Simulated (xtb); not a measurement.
C₃H₇NSi: geometry relaxation (part 1 of 3)

System: C₃H₇NSi.
Method: GFN2-xTB (xtb 6.7.1 later snapshot).

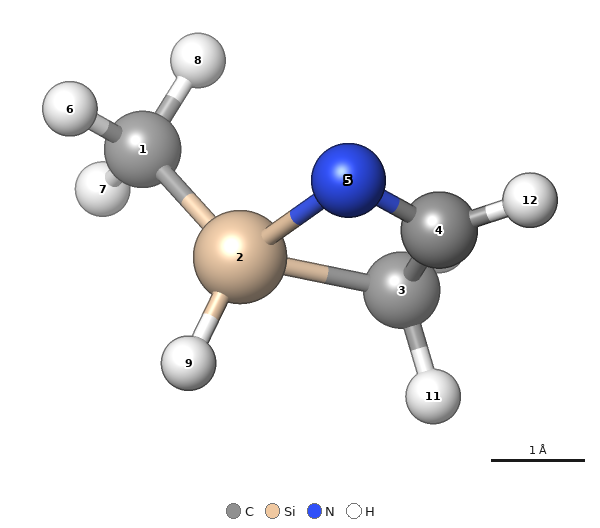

*The starting structure (ball-and-stick view, seen at a tilt; atoms are numbered from 1 in the order of the input).*

Bond lengths as drawn: C–C 1.44 Å, C–H 1.07 to 1.19 Å, C–N 1.28 Å, C–Si 1.88 to 1.89 Å, H–Si 1.35 Å and N–Si 1.89 Å.

### Input (mol.xyz)
```
12
C3H7NSi
C     -1.89561     0.38104    -0.03119
Si    -0.20428     0.04276     0.75341
C      1.03738    -0.87373    -0.32566
C      1.80595     0.33956    -0.20034
N      1.16038     1.28824     0.37261
H     -2.35284     1.22901     0.49847
H     -2.57277    -0.44118    -0.06835
H     -1.83082     0.76803    -1.15898
H     -0.16191    -0.45786     2.00176
H      0.76695    -1.20188    -1.41741
H      1.62205    -1.77296     0.19930
H      2.71279     0.66994    -0.70090
```

### File xtb.inp
```
$chrg 0
$spin 0
$opt
   hessian=lindh-d2
$end
```

Hardware: 1 thread of Arm Neoverse N1, 16 GiB of memory available, shared host.

Command:
```bash
xtb -I xtb.inp -o normal --gfn2 -P 1 -- mol.xyz > out.txt 2> xtb.err
```

### Output
```
* xtb version 6.7.1
   ID    Z sym.   atoms
    1    6 C      1, 3, 4
    2   14 Si     2
    3    7 N      5
    4    1 H      6-12

           -------------------------------------------------
          |                Calculation Setup                |
           -------------------------------------------------

          program call               : xtb -I xtb.inp -o normal --gfn2 -P 1 -- mol.xyz
          coordinate file            : mol.xyz
          omp threads                :                     1

           -------------------------------------------------
          |                 G F N 2 - x T B                 |
           -------------------------------------------------

      * Hamiltonian:
        H0-scaling (s, p, d)           1.850000    2.230000    2.230000
        zeta-weighting                 0.500000
      * Dispersion:
        s8                             2.700000
        a1                             0.520000
        a2                             5.000000
        s9                             5.000000
      * Repulsion:
        kExp                           1.500000    1.000000
        rExp                           1.000000
      * Coulomb:
        alpha                          2.000000
        third order                    shell-resolved
        anisotropic                    true
        a3                             3.000000
        a5                             4.000000
        cn-shift                       1.200000
        cn-exp                         4.000000
        max-rad                        5.000000

          ...................................................
          :                      SETUP                      :
          :.................................................:
          :  # basis functions                  33          :
          :  # atomic orbitals                  32          :
          :  # shells                           18          :
          :  # electrons                        28          :
          :  max. iterations                   250          :
          :  Hamiltonian                  GFN2-xTB          :
          :  restarted?                      false          :
          :  GBSA solvation                  false          :
          :  PC potential                    false          :
          :  electronic temp.          300.0000000     K    :
          :  accuracy                    1.0000000          :
          :  -> integral cutoff          0.2500000E+02      :
          :  -> integral neglect         0.1000000E-07      :
          :  -> SCF convergence          0.1000000E-05 Eh   :
          :  -> wf. convergence          0.1000000E-03 e    :
          :  Broyden damping             0.4000000          :
          :  net charge                          0          :
          :  unpaired electrons                  0          :
          ...................................................

 iter      E             dE          RMSdq      gap      omega  full diag
   1    -14.6617358 -0.146617E+02  0.601E+00    3.44       0.0  T
   2    -14.7280557 -0.663199E-01  0.272E+00    3.38       1.0  T
   3    -14.7283023 -0.246592E-03  0.266E+00    3.12       1.0  T
   4    -14.7472491 -0.189468E-01  0.903E-01    3.16       1.0  T
   5    -14.7467855  0.463615E-03  0.603E-01    3.08       1.0  T
   6    -14.7474630 -0.677478E-03  0.249E-01    3.16       1.0  T
   7    -14.7476422 -0.179202E-03  0.117E-01    3.12       1.0  T
   8    -14.7476778 -0.356331E-04  0.412E-02    3.13       1.0  T
   9    -14.7476794 -0.155509E-05  0.138E-02    3.14       2.1  T
  10    -14.7476796 -0.270983E-06  0.897E-03    3.14       3.2  T
  11    -14.7476800 -0.398116E-06  0.286E-03    3.14      10.1  T
  12    -14.7476800 -0.277307E-10  0.168E-03    3.14      17.2  T
  13    -14.7476800 -0.127541E-07  0.365E-04    3.14      79.0  T
  14    -14.7476800 -0.574737E-09  0.101E-04    3.14     287.2  T

   *** convergence criteria satisfied after 14 iterations ***

         #    Occupation            Energy/Eh            Energy/eV
      -------------------------------------------------------------
         1        2.0000           -0.7546554             -20.5352
       ...           ...                  ...                  ...
         8        2.0000           -0.4785019             -13.0207
         9        2.0000           -0.4649403             -12.6517
        10        2.0000           -0.4371411             -11.8952
        11        2.0000           -0.4316121             -11.7448
        12        2.0000           -0.4248474             -11.5607
        13        2.0000           -0.3904425             -10.6245
        14        2.0000           -0.3581844              -9.7467 (HOMO)
        15                         -0.2429248              -6.6103 (LUMO)
        16                         -0.2018414              -5.4924
        17                         -0.1621654              -4.4127
        18                         -0.1171616              -3.1881
        19                         -0.0649093              -1.7663
       ...                                ...                  ...
        32                          1.0540234              28.6814
      -------------------------------------------------------------
                  HL-Gap            0.1152595 Eh            3.1364 eV
             Fermi-level           -0.3005546 Eh           -8.1785 eV

 SCC (total)                   0 d,  0 h,  0 min,  0.009 sec
 SCC setup                      ...        0 min,  0.000 sec (  1.079%)
 Dispersion                     ...        0 min,  0.000 sec (  0.740%)
 classical contributions        ...        0 min,  0.000 sec (  0.130%)
 integral evaluation            ...        0 min,  0.001 sec ( 11.752%)
 iterations                     ...        0 min,  0.005 sec ( 58.463%)
 molecular gradient             ...        0 min,  0.002 sec ( 26.538%)
 printout                       ...        0 min,  0.000 sec (  1.142%)

         :::::::::::::::::::::::::::::::::::::::::::::::::::::
         ::                     SUMMARY                     ::
         :::::::::::::::::::::::::::::::::::::::::::::::::::::
         :: total energy             -14.552489006955 Eh    ::
         :: gradient norm              0.170845101043 Eh/a0 ::
         :: HOMO-LUMO gap              3.136371590378 eV    ::
         ::.................................................::
         :: SCC energy               -14.747670516583 Eh    ::
         :: -> isotropic ES            0.032697927915 Eh    ::
         :: -> anisotropic ES          0.004462253892 Eh    ::
         :: -> anisotropic XC          0.010992819761 Eh    ::
         :: -> dispersion             -0.006806717365 Eh    ::
         :: repulsion energy           0.195181509628 Eh    ::
         :: add. restraining           0.000000000000 Eh    ::
         :: total charge              -0.000000000000 e     ::
         :::::::::::::::::::::::::::::::::::::::::::::::::::::

      -----------------------------------------------------------
     |                   =====================                   |
     |                        A N C O P T                        |
     |                   =====================                   |
     |               Approximate Normal Coordinate               |
     |                Rational Function Optimizer                |
      -----------------------------------------------------------

          ...................................................
          :                      SETUP                      :
          :.................................................:
          :   optimization level            normal          :
          :   max. optcycles                   200          :
          :   ANC micro-cycles                  20          :
          :   degrees of freedom                30          :
          :.................................................:
          :   RF solver                   davidson          :
          :   write xtbopt.log                true          :
          :   linear?                        false          :
          :   energy convergence         0.5000000E-05 Eh   :
          :   grad. convergence          0.1000000E-02 Eh/α :
          :   maximum RF displ.          1.0000000          :
          :   Hlow (freq-cutoff)         0.1000000E-01      :
          :   Hmax (freq-cutoff)         5.0000000          :
          :   S6 in model hess.         20.0000000          :
          ...................................................

generating ANC from exact Hessian ...
Using Lindh-Hessian
 Shifting diagonal of input Hessian by    9.7768124565478457E-003
 Lowest  eigenvalues of input Hessian
    0.000000    0.000000    0.000000    0.000000    0.000000    0.000000
    0.010000    0.013887    0.016316    0.025925    0.033226    0.036509
    0.040231    0.047567    0.053514    0.060328    0.065562    0.080268
 Highest eigenvalues
    0.873046    0.996135    1.068036    1.127976    1.524382    1.853574

........................................................................
.............................. CYCLE    1 ..............................
........................................................................

 iter      E             dE          RMSdq      gap      omega  full diag
   1    -14.7476800 -0.147477E+02  0.140E-05    3.14       0.0  T
   2    -14.7476800 -0.834888E-13  0.926E-06    3.14    3115.8  T
   3    -14.7476800  0.550671E-13  0.475E-06    3.14    6073.4  T
     SCC iter.                  ...        0 min,  0.001 sec
     gradient                   ...        0 min,  0.002 sec
 * total energy  :   -14.5524890 Eh     change       -0.1830536E-10 Eh
   gradient norm :     0.1708451 Eh/α   predicted     0.0000000E+00 (-100.00%)
   displ. norm   :     0.3063652 α      lambda       -0.3944837E-01
   maximum displ.:     0.1322898 α      in ANC's #23, #17, #18, ...

........................................................................
.............................. CYCLE    2 ..............................
........................................................................

 iter      E             dE          RMSdq      gap      omega  full diag
   1    -14.7731983 -0.147732E+02  0.627E-01    3.10       0.0  T
   2    -14.7733062 -0.107920E-03  0.400E-01    3.09       1.0  T
   3    -14.7733011  0.511264E-05  0.136E-01    3.11       1.0  T
   4    -14.7733188 -0.177464E-04  0.741E-02    3.08       1.0  T
   5    -14.7733253 -0.646734E-05  0.450E-02    3.10       1.0  T
   6    -14.7733328 -0.746569E-05  0.107E-02    3.09       2.7  T
   7    -14.7733328 -0.110651E-07  0.618E-03    3.09       4.7  T
   8    -14.7733328 -0.567061E-07  0.338E-03    3.09       8.5  T
   9    -14.7733328  0.841405E-08  0.193E-03    3.09      15.0  T
  10    -14.7733328 -0.121165E-07  0.607E-04    3.09      47.6  T
  11    -14.7733328 -0.195366E-09  0.167E-04    3.09     173.0  T
     SCC iter.                  ...        0 min,  0.004 sec
     gradient                   ...        0 min,  0.002 sec
 * total energy  :   -14.5788733 Eh     change       -0.2638426E-01 Eh
   gradient norm :     0.0682858 Eh/α   predicted    -0.2157549E-01 ( -18.23%)
   displ. norm   :     0.2130349 α      lambda       -0.9421500E-02
   maximum displ.:     0.0972703 α      in ANC's #4, #23, #9, ...

........................................................................
.............................. CYCLE    3 ..............................
........................................................................

 iter      E             dE          RMSdq      gap      omega  full diag
   1    -14.7910973 -0.147911E+02  0.397E-01    3.01       0.0  T
   2    -14.7911602 -0.629866E-04  0.274E-01    3.01       1.0  T
   3    -14.7911553  0.490639E-05  0.122E-01    3.01       1.0  T
   4    -14.7911660 -0.106785E-04  0.470E-02    3.01       1.0  T
   5    -14.7911700 -0.394848E-05  0.333E-02    3.01       1.0  T
   6    -14.7911723 -0.237961E-05  0.857E-03    3.01       3.4  T
   7    -14.7911726 -0.250338E-06  0.568E-03    3.01       5.1  T
   8    -14.7911727 -0.917034E-07  0.314E-03    3.01       9.2  T
   9    -14.7911727 -0.696678E-08  0.119E-03    3.01      24.2  T
  10    -14.7911727 -0.205804E-08  0.253E-04    3.01     113.9  T
  11    -14.7911727 -0.632188E-10  0.968E-05    3.01     298.1  T
     SCC iter.                  ...        0 min,  0.004 sec
     gradient                   ...        0 min,  0.002 sec
 * total energy  :   -14.5832566 Eh     change       -0.4383306E-02 Eh
   gradient norm :     0.0210494 Eh/α   predicted    -0.4924541E-02 (  12.35%)
   displ. norm   :     0.0764386 α      lambda       -0.8092496E-03
   maximum displ.:     0.0438029 α      in ANC's #4, #8, #7, ...
```
